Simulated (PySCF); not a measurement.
# C₇H₇NSi: what the fields show

```xyz
16

C     3.6747   -0.4523   -0.4029
C     2.7130   -0.1534    0.2438
C     1.5432    0.2160    1.0021
Si    0.2123    1.0028   -0.1168
C    -1.4882    1.1978    0.6966
C    -2.0703    0.2800   -0.0973
C    -3.3957   -0.1754   -0.1000
N    -4.4775   -0.5621   -0.1043
C    -0.9831   -0.2131   -1.0261
H     4.5284   -0.7222   -0.9484
H     1.1465   -0.6707    1.5021
H     1.8363    0.9266    1.7776
H     0.7250    2.1229   -0.9040
H    -1.9691    1.7662    1.4755
H    -1.2014   -0.0033   -2.0716
H    -0.8017   -1.2834   -0.9378
```

Geometry: GFN2-xTB.

Theory: PBE0/pcSseg-1, SCF density, gas phase, non-relativistic in PySCF.

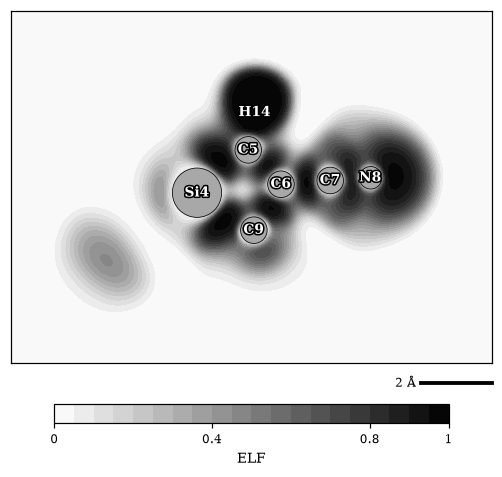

Figure 1. Electron localisation function on the plane of atoms C6, C5 and H14. Grey discs cover the atomic cores.

**Interpret the plot.**

Atoms in the plane: Si, C, N and H. C–N (1.15 Å): the ELF peaks at about 0.90 between the atoms: a short, multiple covalent bond. C–Si (1.90 Å): the ELF peaks at about 0.95 between the atoms (a covalent bond). C–H (1.08 Å): the ELF climbs to about 1 towards the hydrogen, as it does in any bond to H; an ordinary covalent bond to hydrogen. C–C (1.35 Å): the ELF peaks at about 0.90 between the atoms; localised, covalent bonding. The ELF also peaks beside N8, away from the bonds: lone-pair regions.

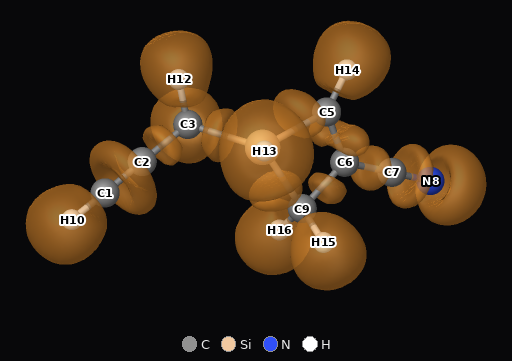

Figure 2. Isosurface of the ELF at 0.8 (orange), seen at a tilt. Core shells and regions of very low density are left out.

**What do the ELF domains correspond to?**

At this value the surface marks out five regions between bonded C–C atoms (shared pairs), one region between bonded C–N atoms (shared pairs), three regions between bonded C–Si atoms (shared pairs), seven regions around hydrogen nuclei and one lobe on N, pointing away from the bonds (lone pairs). Along the contacts the grid gives the following. C–C (1.20 Å): the ELF peaks at about 0.85 between the atoms: a multiple bond.

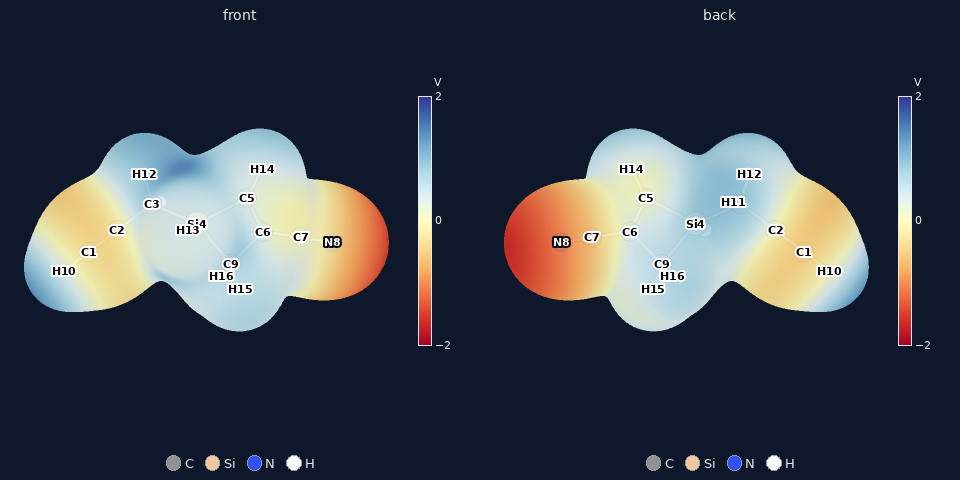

Figure 3. The molecular electrostatic potential painted on the density surface at 0.001 e/bohr³, seen from the front and from behind; red is negative and blue positive.

**Which sites attract a positive test charge, and which a negative one?**

A positive charge is drawn to the negative regions and a negative charge to the positive ones. The most negative region (about −1.6 V) lies over N8, the most positive (about +1.4 V) over Si4. N8 is the likeliest acceptor of a hydrogen bond.

**How polar is the molecule by this calculation?**

Its dipole moment is 4.02 D.
